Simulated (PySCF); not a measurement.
**H₄N₂, SMILES `NN`: what the electrons do**

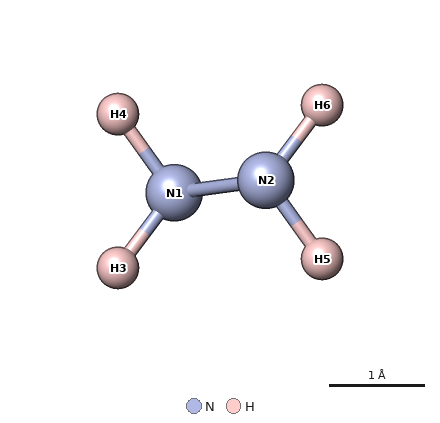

The molecule, with its atoms numbered as below. No frequency check shows the geometry to be a minimum.

Geometry (Å), atoms numbered from 1:

```
N1       0.7184   -0.0000   -0.1464
N2      -0.7184   -0.0000    0.1464
H3       1.0962    0.8149    0.3359
H4       1.0962   -0.8148    0.3359
H5      -1.0962    0.8149   -0.3359
H6      -1.0962   -0.8148   -0.3359
```

## 1. Bonding charge

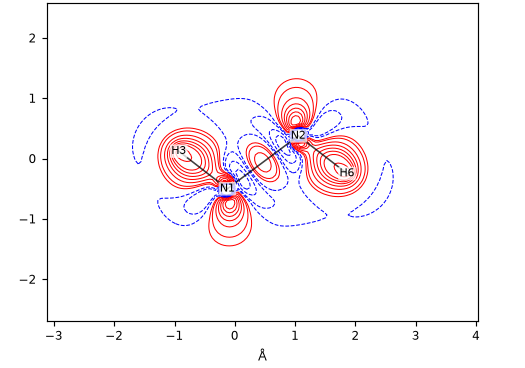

Deformation density (molecule less spherical, spin-averaged free atoms) in the plane of N1, N2, H3 and H6; contours at ±0.05 to ±0.8 e/Å³; solid red lines: gain, dashed blue lines: loss.

PySCF calculation, ωB97X/6-31G*, gas phase; geometry: GFN2-xTB.

Question: How much density has each bond in this plane gained at its critical point, relative to the free atoms?

Answer: N2–H6 and N1–H3: +0.79 e/Å³ at the bond critical point (bond length 1.02 Å, Mayer order 0.9). N1–N2: +0.27 e/Å³ at the bond critical point (bond length 1.47 Å, Mayer order 1.0). In all, 1.3 electrons gather in the regions of gain relative to the promolecule.

Question: Where do the Hirshfeld charges lie?

Answer: The highest Hirshfeld charge is on H3, H4, H5 and H6 (+0.11 e), the lowest on N1 and N2 (−0.22 e).

## 2. Bond critical points

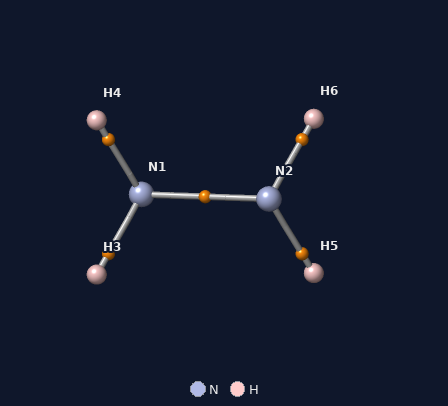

Molecular graph of the electron density (QTAIM): bond paths, bond critical points (orange), ring points (yellow, if any); weak paths are dashed.

Question: How many critical points of each kind are there, and does the count close?

Answer: 6 nuclei, 5 bond, 0 ring and 0 cage critical points: 6 − 5 + 0 − 0 = 1, as the Poincaré–Hopf relation requires.

Question: Tabulate density, Laplacian, ellipticity and energy density at the bond critical points (atomic units).

Answer:
```csv
bond,length (Å),ρ (a.u.),∇²ρ (a.u.),ε,H (a.u.)
N1–H4 (4 alike),1.019,0.332,−1.64,0.04,−0.459
N1–N2,1.466,0.287,−0.50,0.13,−0.249
```

Question: What kind of interaction is N1–N2?

Answer: Shared-shell (covalent): ρ = 0.287, ∇²ρ = −0.50, H = −0.249 a.u.

## 3. Electrostatic potential

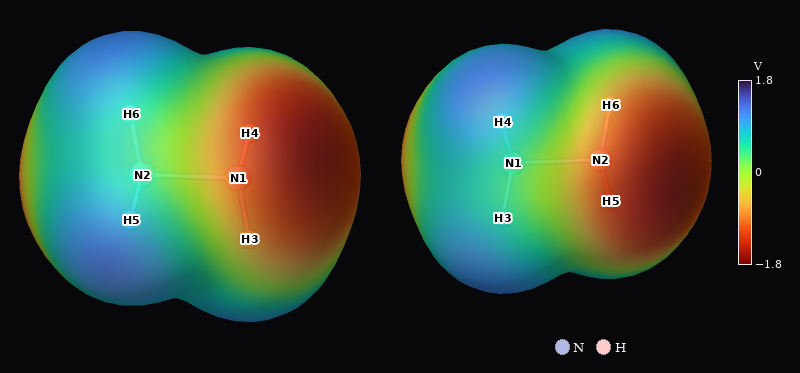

Electrostatic potential on the surface of electron density 0.001 a.u. (back view left, front view right).

Question: Where are the extremes of the potential on the surface?

Answer: Highest: 1.15 V, 1.2 Å from H3, and at like points elsewhere. Lowest: −1.72 V, 2.0 Å from N1, and at like points elsewhere. The surface is sampled at points, so like sites can differ by a few per cent and only the strongest of them is named.

Question: What volume does the surface enclose, and what is the dipole moment?

Answer: About 50 Å³; the dipole moment is 0.0 D.

## 4. In an electric field

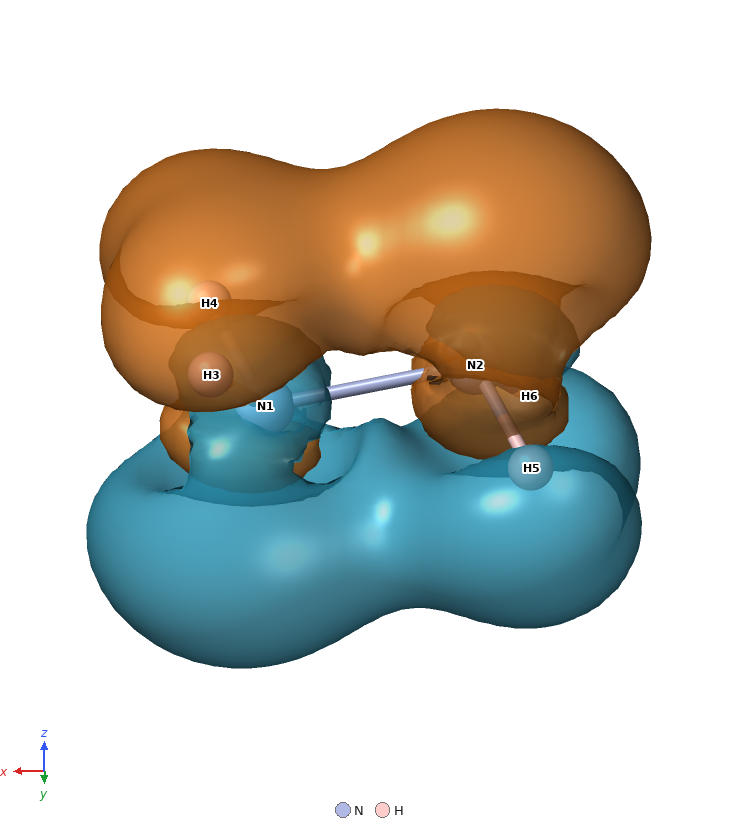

Change of the electron density in a uniform field of 0.51 V/Å, surfaces at ±0.002 e/Å³ (light blue: gain, orange: loss).

Method: PBE/def2-SVPD; geometry: GFN2-xTB; program: PySCF.

Question: Along which Cartesian direction does the field point?

Answer: Along +z: electrons gather on the −z side, against the field.

Question: What dipole is induced, and what polarisability does it imply?

Answer: The induced dipole is 0.53 D (along the field); α along this axis, from the fields in both directions, is 21 bohr³ (3.1 Å³).

Question: Which atoms gain and lose the most charge?

Answer: Electrons gather most on N1 (Hirshfeld charge changes by −0.014 e) and leave N2 most (+0.015 e); 0.061 electrons are displaced in all.

## 5. Stretching a bond

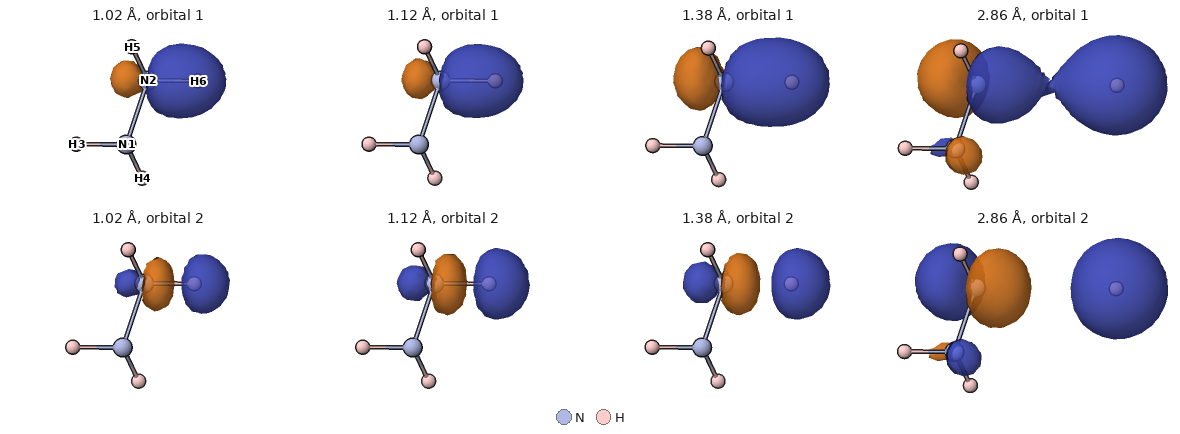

Rigid stretch of the N2–H6 bond. The two CASSCF(2,2) natural orbitals nearest half filling (orbital 1 the more occupied).

Method: def2-TZVP basis; geometry: GFN2-xTB; program: PySCF.

Question: How do the occupations change along the stretch?

Answer: 1.02 Å: 1.98 and 0.02; 1.12 Å: 1.97 and 0.03; 1.38 Å: 1.93 and 0.07; 2.86 Å: 1.17 and 0.83. At the longest distance computed (2.86 Å) they are 1.17 and 0.83, and the effective number of unpaired electrons is 1.9.

Question: Where does the UHF solution part from RHF?

Answer: Between 1.38 Å (⟨S²⟩ = 0, the two coincide) and 1.58 Å (⟨S²⟩ = 0.50); at 2.86 Å ⟨S²⟩ is 1.01 and UHF lies 4.4 eV below RHF.

Question: How much energy does the stretch cost?

Answer: By CASSCF, 3.6 eV from the lowest point of the scan (1.02 Å) to 2.86 Å; RHF gives 7.3 eV from its own lowest point. The fragments aren't relaxed and dynamic correlation is missing, so this isn't a bond dissociation energy.
